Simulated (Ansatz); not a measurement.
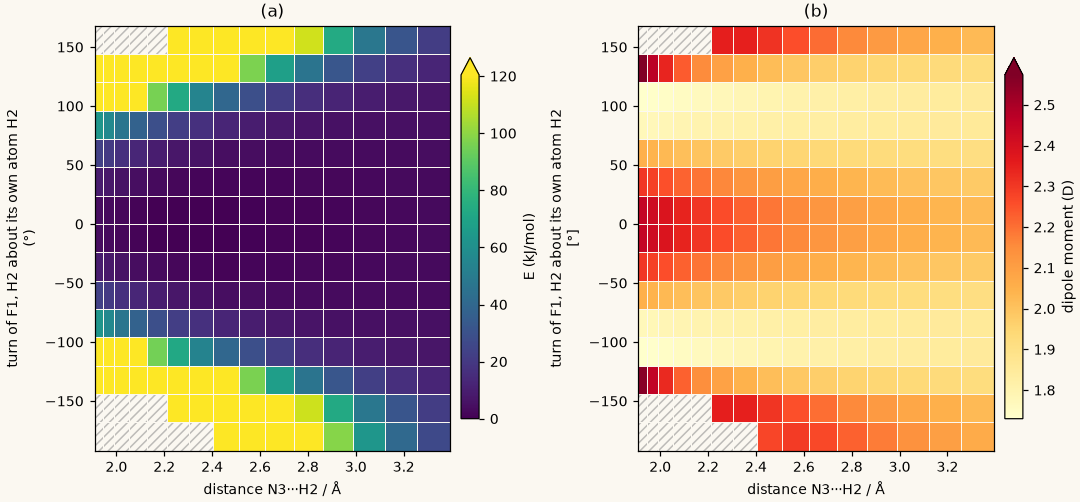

The pair FH···N₂. The turn is about an axis along (−1.00, 0.07, 0.04) in the frame of the relaxed pair, normal to the line between the partners. First axis: distance N3···H2. Second axis: turn of F1, H2 about its own atom H2. Grid: 15 × 15 points. At 17 points there is no value. Points are written as (first, second). Energies are in kJ/mol, from the lowest grid point. Level of theory: Ansatz 0.2.0, RHF/def2-TZVPD.

Panel (a) is the energy; panel (b) is the computed dipole moment, in D.

Drawn: one coloured cell a grid point, one colour for all values above the top of the scale, hatched blanks where no value was computed.

### How does the dipole moment vary over the map, and what is it at the lowest grid point?

Leaving out the highest fifth of the energies, it runs from 1.76 D at (2.168 Å, −108°) to 2.45 D at (1.926 Å, −12°). At the lowest grid point, (2.353 Å, −12°), it is 2.22 D.
